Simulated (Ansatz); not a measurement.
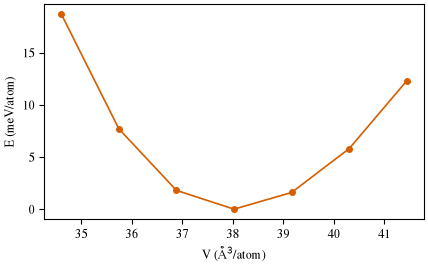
Figure: Cs2Pt in space group P6_3/mmc (No. 194; Cs on 2d, Cs on 2a, Pt on 2c) under volume change, r²SCAN (plane waves, PAW; program Ansatz), shape and atoms relaxed at each volume.

Question: What does a third-order Birch–Murnaghan fit give for V₀, B₀ and B′?

Answer: V₀ = 38.03 Å³/atom, B₀ = 15.7 GPa, B′ = 5.7.

The workflow started from a Materials Project entry (that database holds measured and hypothetical structures alike); the Crystallography Open Database copy checked does not list it. Its standing as an ambient phase is unchecked. The r²SCAN relaxation kept the symmetry of its start; whether a distortion lowers the energy is not shown. No spin polarisation was allowed. Spin–orbit coupling is left out wherever it is not named.

Potentials: the later of the program's two PAW sets.
